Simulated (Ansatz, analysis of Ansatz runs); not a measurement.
# How often does Cl try the jump in K3BrCl2 (P-3m1)?

Aim: the prefactor of a hop in K3BrCl2 (P-3m1) (V_Cl hop (4.5 Å), charge +1) from the modes of the moving atom at the start and at the top of a path found beforehand. Model: a cell of 54 host atoms with 1 Cl taken out.

Method: plane-wave PAW DFT, PBEsol; finite-difference force constants of the moving atom alone, in Ansatz 0.2.0.

## 1. The structure

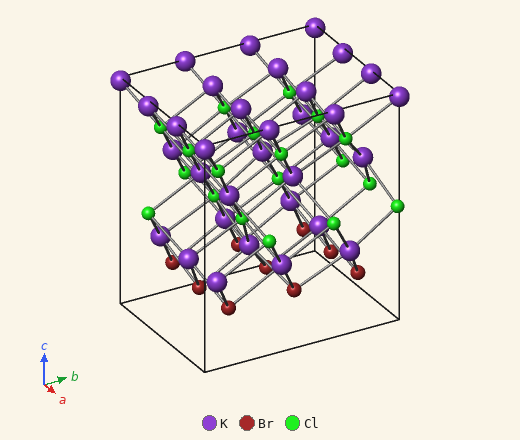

The cell as given, slightly off an axis (potassium purple, bromine red, chlorine green). Bonds to atoms that aren't drawn are left out. Some periodic images of atoms are drawn too.

The cell holds 53 atoms: 27 K, 9 Br and 17 Cl. Its edges and angles: a = 13.448 Å, b = 13.448 Å, c = 11.001 Å, α = 90.0°, β = 90.0°, γ = 120.0°. It derives from K3BrCl2 (space group P-3m1). Nearest the centre at fractional (0.389, 0.278, 0.338): Cl6 at 2.17 Å, K25 at 2.38 Å, K20 at 2.38 Å, Cl23 at 3.71 Å, Cl24 at 3.82 Å, Cl12 at 3.82 Å, K19 at 3.86 Å, K2 at 3.86 Å. The cell carries charge +1.

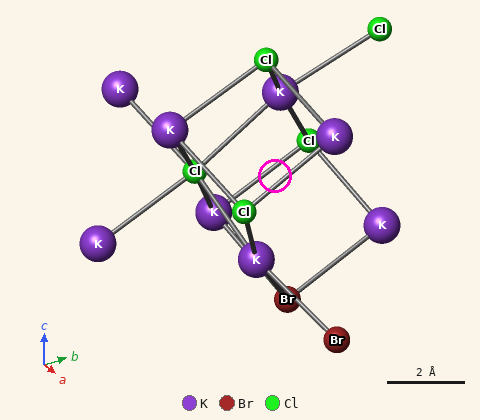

The atoms within 5 Å of the centre. A ring marks the centre wherever it is empty.

The cell's shortest repeat is 11.0 Å.

## 2. Vibrations of the moving atom at the start point

Harmonic transition-state theory takes the prefactor from the modes at the minimum and at the top. Only the moving atom is displaced, by 0.02 Å, which takes six displaced runs and a reference; the host's atoms are held.

qp1.start.modes/input.yaml reads:

```yaml
crystal:
  lattice:
    - [13.44809205, 9.0e-08, 0.0]
    - [-6.7240461, 11.64638931, 0.0]
    - [0.0, 0.0, 11.00082975]
  atoms:
    - { symbol: K, position: [-0.00075906, 0.00044258, 0.4998096] }
    - { symbol: K, position: [0.11016327, 0.22171998, 0.17733612] }
    - { symbol: K, position: [0.22101038, 0.10983846, 0.82320916] }
    - { symbol: Br, position: [0.00141084, -0.00161935, 0.00313053] }
    - { symbol: Cl, position: [0.10577087, 0.21970203, 0.66730089] }
    - { symbol: Cl, position: [0.22766394, 0.11643698, 0.33888379] }
    - { symbol: K, position: [-0.00045653, 0.33229731, 0.4996914] }
    - { symbol: K, position: [0.11135419, 0.55658176, 0.17829648] }
    - { symbol: K, position: [0.22098246, 0.44454569, 0.82324359] }
    - { symbol: Br, position: [0.00145909, 0.33648779, 0.00325683] }
    - { symbol: Cl, position: [0.10961487, 0.55276797, 0.65798189] }
    - { symbol: Cl, position: [0.22765208, 0.44428068, 0.33875061] }
    - { symbol: K, position: [0.00025492, 0.66687171, 0.50018275] }
    - { symbol: K, position: [0.11161494, 0.88843916, 0.17830679] }
    - { symbol: K, position: [0.22205184, 0.77769721, 0.81209559] }
    - { symbol: Br, position: [0.00728284, 0.67033688, -0.00648145] }
    - { symbol: Cl, position: [0.10948744, 0.89024637, 0.65815555] }
    - { symbol: Cl, position: [0.22219235, 0.77778329, 0.33820857] }
    - { symbol: K, position: [0.33290784, -0.000555, 0.50026194] }
    - { symbol: K, position: [0.4350313, 0.20353941, 0.16418304] }
    - { symbol: K, position: [0.55533936, 0.1097426, 0.82313111] }
    - { symbol: Br, position: [0.32960619, -0.00729315, -0.00662688] }
    - { symbol: Cl, position: [0.4467339, 0.22675623, 0.65520503] }
    - { symbol: Cl, position: [0.555323, 0.11656182, 0.33876275] }
    - { symbol: K, position: [0.31565704, 0.32435206, 0.51266355] }
    - { symbol: K, position: [0.43475181, 0.56483897, 0.16415453] }
    - { symbol: K, position: [0.5554853, 0.44442938, 0.82242518] }
    - { symbol: Br, position: [0.33712451, 0.3352728, 0.00516192] }
    - { symbol: Cl, position: [0.44673048, 0.55308658, 0.6553203] }
    - { symbol: K, position: [0.33297787, 0.66678203, 0.50008226] }
    - { symbol: K, position: [0.44333442, 0.88839946, 0.17826332] }
    - { symbol: K, position: [0.55541175, 0.77887479, 0.82331008] }
    - { symbol: Br, position: [0.3296134, 0.67035438, -0.00662951] }
    - { symbol: Cl, position: [0.44703605, 0.89021554, 0.65820103] }
    - { symbol: Cl, position: [0.55516413, 0.77209505, 0.3388535] }
    - { symbol: K, position: [0.66743769, 0.00044023, 0.49990447] }
    - { symbol: K, position: [0.77808333, 0.22194183, 0.17726607] }
    - { symbol: K, position: [0.88887003, 0.11107365, 0.83102619] }
    - { symbol: Br, position: [0.66346378, -0.00151802, 0.00310213] }
    - { symbol: Cl, position: [0.78053101, 0.21937147, 0.66729729] }
    - { symbol: Cl, position: [0.88865692, 0.11107168, 0.33914038] }
    - { symbol: K, position: [0.67542246, 0.32424657, 0.51269549] }
    - { symbol: K, position: [0.79646631, 0.56504214, 0.16424812] }
    - { symbol: K, position: [0.8901229, 0.44449463, 0.82311542] }
    - { symbol: Br, position: [0.66477137, 0.33535054, 0.00497552] }
    - { symbol: Cl, position: [0.77297015, 0.55322605, 0.65502359] }
    - { symbol: Cl, position: [0.88326892, 0.44469504, 0.33898062] }
    - { symbol: K, position: [0.67542456, 0.68439225, 0.51252396] }
    - { symbol: K, position: [0.77797376, 0.88973522, 0.17733891] }
    - { symbol: K, position: [0.88997481, 0.77880098, 0.82326502] }
    - { symbol: Br, position: [0.66466293, 0.66283556, 0.00515972] }
    - { symbol: Cl, position: [0.78041162, 0.89436457, 0.66715134] }
    - { symbol: Cl, position: [0.88323282, 0.7722522, 0.33871873] }
  symmetry: { detect: false }
total_charge: 1
basis:
  ecutwfc: 420
  xc_grid: 2
hamiltonian:
  xc: pbesol
kpoints:
  mp_grid: { grid: [1, 1, 1], shift: [0.25, 0.25, 0.25] }
scf:
  occupations: { method: fixed }
  max_iter: 120
phonons:
  supercell: [1, 1, 1]
  displaced_sites: [5]
  amplitude: 0.02
```

On the command line:

```bash
ansatz run input.yaml --threads 32 --pin off --max-ram 84787MiB --backend cuda --events-out ev --progress --plain --runs-dir out --max-vram 78GiB
```

Numbers of over 12 decimals in the logs are rounded to 6 here.

Output:

```text
Engine: ansatz 0.2.0, aarch64-unknown-linux-gnu
[...]
Pseudopotential: K, paw, valence charge 9, recommended cutoff 420 eV (normal), K.paw.azcp
Pseudopotential: Br, paw, valence charge 7, recommended cutoff 420 eV (normal), Br.paw.azcp
Pseudopotential: Cl, paw, valence charge 7, recommended cutoff 420 eV (normal), Cl.paw.azcp
Functional definition: PBEsol
[...]
Crystal: 53 atoms, lattice volume = 1722.969 Å³
Basis set: ecut = 420 eV, 33637 PW (Γ), exchange–correlation on 180×180×150 points (8 copies of the dense FFT grid, shifted against one another)
Bands: 265, of which v1, the nominal top of the filled ones, is band 212 counted from 1 (211 counted from 0)
[...]
k-points: 1
[...]
Functional: x = pbesol(κ = 0.804, μ = 0.123457), c = pbesol(β = 0.046)
SCF iter   1: F=—  HF=-83697.105598 eV  |F-HF|=—  |Δ(HF+E_count)|=         —  Δρ=2.27e-3  dr2=1.50e-1  ethr=1.77e-3  ⟨swp⟩=5.0  Hψ=950  notcnv=0  defer=51
[...]
SCF iter   2: F=—  HF=-83697.055933 eV  |F-HF|=—  |Δ(HF+E_count)|=   4.97e-2  Δρ=9.53e-4  dr2=2.35e-2  ethr=3.54e-5  ⟨swp⟩=3.0  Hψ=386  notcnv=0  defer=51
[...]
SCF 1 converged in 9 iterations: F = -83697.056943 eV  dr2 = 6.64e-10
[...]
SCF iter   2: F=—  HF=-83697.056948 eV  |F-HF|=—  |Δ(HF+E_count)|=   5.78e-5  Δρ=5.29e-5  dr2=2.64e-5  ethr=5.32e-8  ⟨swp⟩=3.0  Hψ=379  notcnv=0  defer=49
[...]
SCF iter   7: F=-83697.056516 eV  HF=-83697.056516 eV  |F-HF|=1.46e-11  |Δ(HF+E_count)|=   1.00e-9  Δρ=5.25e-8  dr2=6.77e-11  ethr=1.00e-12  ⟨swp⟩=4.0  Hψ=771  notcnv=0
[...]
SCF 7 converged in 5 iterations: F = -83697.056616 eV  dr2 = 1.48e-11
SCF converged after 9 iterations
[...]
--- Band table (eV) ---
[...]
--- Phonons: 6 displaced members + reference (amplitude 0.02 Å, Σ member SCF iterations 36) ---
  symmetry images taken by strict's conditions (phonons.symmetry_images: auto; settled by no image being taken that strict refuses)
  force constants formed among 1 of 53 sites (Cl 5); the other 52 at rest. The modes move the named sites alone.
  the frequencies, the zero-point energy and the sums are of the block with the acoustic sum rule laid on its rows. Row sums over every site: 1.1e-4 eV/Å² at the most
  transpose residual: 2.9e-4 eV/Å²
  largest component of a force at the reference: 3.7e-3 eV/Å on a named site, 1.5e-2 eV/Å on a site at rest
  frequencies among the named sites at Γ of the cell (cm⁻¹): 109.06 117.27 120.30
  unstable modes among the named sites: 0
  frequencies as built, with no sum rule (cm⁻¹): 109.05 117.27 120.30
  zero-point energy: 0.021488 eV/cell   skipped modes (ω ≤ 0): 0
  not written: the harmonic force-constant file, the file of eigenvectors (these modes' are written with the force constants), the density of states and the dispersion, which are of every site
[...]
```

The job ended after 3.2 s (1 × NVIDIA GB200 with 32 threads of Arm Neoverse V2, shared host; peak memory 1.9 GiB; 12 s of CPU time).

The column dr2 measures how far the density is from self-consistency, as an energy; F and HF (Harris–Foulkes) agree once it is small.

Read from the output:

| Quantity | Value |
| --- | --- |
| free energy | -83697.0569 eV |
| frequencies of moving atom | 109.1, 117.3, 120.3 cm⁻¹ (negative: imaginary) |

The three modes are 109, 117 and 120 cm⁻¹: all real, a minimum for this atom with the others held.

## 3. Vibrations of the moving atom at the top of the path

The same at the top, where the mode along the path should be imaginary.

qp1.top.modes/input.yaml reads:

```yaml
crystal:
  lattice:
    - [13.44809205, 9.0e-08, 0.0]
    - [-6.7240461, 11.64638931, 0.0]
    - [0.0, 0.0, 11.00082975]
  atoms:
    - { symbol: K, position: [-0.01543787, -0.00689828, 0.5122195] }
    - { symbol: K, position: [0.13153865, 0.23780124, 0.1799727] }
[... 2 atom lines left out ...]
    - { symbol: Cl, position: [0.09587068, 0.21299522, 0.66827124] }
    - { symbol: Cl, position: [0.37400147, 0.29277739, 0.31601082] }
[... 5 atom lines left out ...]
    - { symbol: Cl, position: [0.21510108, 0.45167478, 0.34894465] }
[... 6 atom lines left out ...]
    - { symbol: K, position: [0.34413939, 0.00671752, 0.50327978] }
    - { symbol: K, position: [0.45987816, 0.20689667, 0.13461491] }
[... 2 atom lines left out ...]
    - { symbol: Cl, position: [0.44250552, 0.22427752, 0.66457676] }
    - { symbol: Cl, position: [0.55762178, 0.10914195, 0.33368832] }
    - { symbol: K, position: [0.31842476, 0.34832794, 0.54352963] }
    - { symbol: K, position: [0.42898183, 0.53524274, 0.17995675] }
[... 1 atom line left out ...]
    - { symbol: Br, position: [0.33652029, 0.33024412, -0.01887514] }
[... 13 atom lines left out ...]
    - { symbol: K, position: [0.66005058, 0.32262148, 0.5032775] }
[... 10 atom lines left out ...]
    - { symbol: Cl, position: [0.88905254, 0.77771759, 0.33862645] }
  symmetry: { detect: false }
total_charge: 1
basis:
  ecutwfc: 420
  xc_grid: 2
hamiltonian:
  xc: pbesol
kpoints:
  mp_grid: { grid: [1, 1, 1], shift: [0.25, 0.25, 0.25] }
scf:
  occupations: { method: fixed }
  max_iter: 120
phonons:
  supercell: [1, 1, 1]
  displaced_sites: [5]
  amplitude: 0.02
```

Output:

```text
[...]
Crystal: 53 atoms, lattice volume = 1722.969 Å³
Basis set: ecut = 420 eV, 33637 PW (Γ), exchange–correlation on 180×180×150 points (8 copies of the dense FFT grid, shifted against one another)
Bands: 265, of which v1, the nominal top of the filled ones, is band 212 counted from 1 (211 counted from 0)
[...]
k-points: 1
[...]
SCF iter   1: F=—  HF=-83696.448855 eV  |F-HF|=—  |Δ(HF+E_count)|=         —  Δρ=2.28e-3  dr2=1.46e-1  ethr=1.77e-3  ⟨swp⟩=6.0  Hψ=833  notcnv=0  defer=51
[...]
SCF iter   2: F=—  HF=-83696.408737 eV  |F-HF|=—  |Δ(HF+E_count)|=   4.01e-2  Δρ=9.41e-4  dr2=2.13e-2  ethr=3.45e-5  ⟨swp⟩=2.0  Hψ=386  notcnv=0  defer=51
[...]
SCF 1 converged in 9 iterations: F = -83696.405944 eV  dr2 = 7.79e-10
[...]
SCF iter   2: F=—  HF=-83696.406034 eV  |F-HF|=—  |Δ(HF+E_count)|=   6.62e-5  Δρ=5.33e-5  dr2=2.80e-5  ethr=5.69e-8  ⟨swp⟩=2.0  Hψ=381  notcnv=0  defer=49
[...]
SCF iter   8: F=-83696.405648 eV  HF=-83696.405648 eV  |F-HF|=2.91e-11  |Δ(HF+E_count)|=  1.31e-10  Δρ=1.44e-8  dr2=6.10e-12  ethr=1.00e-12  ⟨swp⟩=4.0  Hψ=717  notcnv=0
[...]
SCF 7 converged in 5 iterations: F = -83696.405310 eV  dr2 = 1.38e-11
SCF converged after 9 iterations
[...]
--- Band table (eV) ---
[...]
transpose residual: 6.0e-4 eV/Å²
[...]
frequencies among the named sites at Γ of the cell (cm⁻¹): -37.53 78.25 210.47
  unstable modes among the named sites: 1
  frequencies as built, with no sum rule (cm⁻¹): -37.53 78.24 210.47
  zero-point energy: 0.017898 eV/cell   skipped modes (ω ≤ 0): 1, of them read as no rigid motion or as one in doubt: 1 (1.000e0 modes/cell left out, lowest -37.53 cm⁻¹)
[...]
```

The job ended after 3.2 s (1 × NVIDIA GB200 with 32 threads; peak memory 1.9 GiB).

This step gave:

```yaml
free_energy: -83696.4059 eV
frequencies_of_moving_atom: -37.53, 78.25, 210.5 cm⁻¹ (negative: imaginary)
```

The three modes are 38i, 78 and 210 cm⁻¹: one imaginary, a saddle of first order for this atom with the others held.

## 4. Attempt frequency and hop rate

Analysis of the runs above: harmonic transition-state theory from the moving atom's modes alone (Vineyard), PBEsol.

It gives:

```
attempt frequency : 2.801 THz
```

The hop rate by temperature:

```tsv
temperature (K)	hop rate (1/s)
200	1.1e-4
300	32.4
400	17581
600	9.5e6
800	2.2e8
1000	1.5e9
```

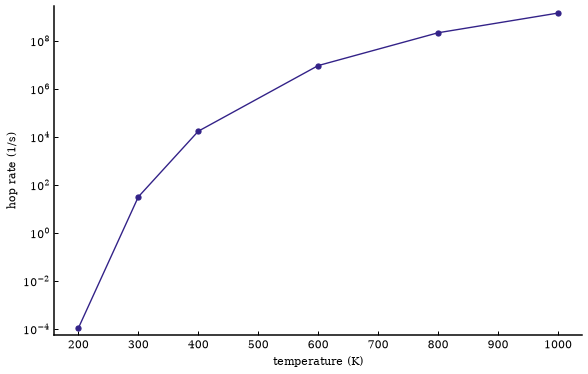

Hop rate against temperature.

## 5. What came out

| Quantity | Value |
| --- | --- |
| attempt frequency (attempt frequency and hop rate) | 2.80 THz |

The attempt frequency, the product of the three frequencies at the start over that of the two real ones at the top (Vineyard), is 2.8 THz. With the barrier of 0.65 eV it gives 9.5e+06 hops a second at 600 K along this one path; equivalent neighbouring sites multiply that. The host's atoms were held, though they move along the path too, so the prefactor is rough. What this leaves open: one k-point off the zone centre stands for the whole zone.

[Logs are printed without paths, hosts, clocks, repeated set-up lines and the standing remarks that a program may print on its own settings, such as how far it seeks lower states.]

[Hosts, paths, dates, database ids (printed as entryN), source tags and the programs' standing remarks are cut or masked in the printed files.]
